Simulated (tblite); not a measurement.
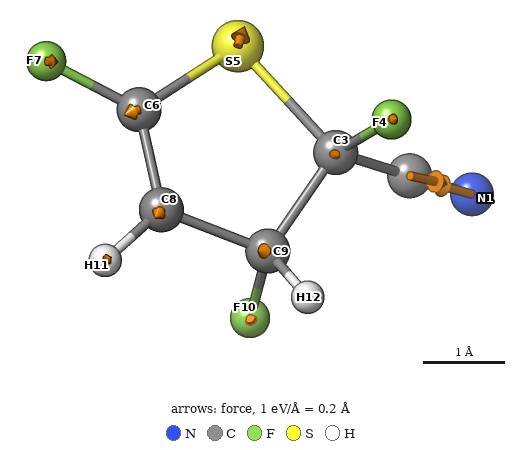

Starting geometry of C5H2F3NS with the computed forces as orange arrows. The picture is a ball-and-stick view, seen at a tilt.

These are results of tblite 0.8.0, GFN2-xTB geometry optimisation, gas phase, not measurements. 

> What follows when this structure is relaxed?

It isn't relaxed: the largest force vector, on the N atom, is 3.98 eV/Å. The final displacements have little in common with the starting forces (cosine between the two patterns 0.14). Over 51 geometry steps the energy falls by 19.2 kJ/mol. The N atom moves most after the best rigid fit: 0.29 Å. Largest moves by element: N 0.29 Å, F 0.18 Å, S 0.18 Å, H 0.15 Å, C 0.11 Å. Some distances before and after: C–S 1.723 → 1.761 Å, C–N 1.174 → 1.140 Å, C–F 1.342 → 1.320 Å, C–F 1.356 → 1.376 Å. Bond angles that change, for instance: S–C–F 122.3° → 117.0°, C–C–S 114.0° → 109.0°, C–C–H 110.2° → 113.4°.
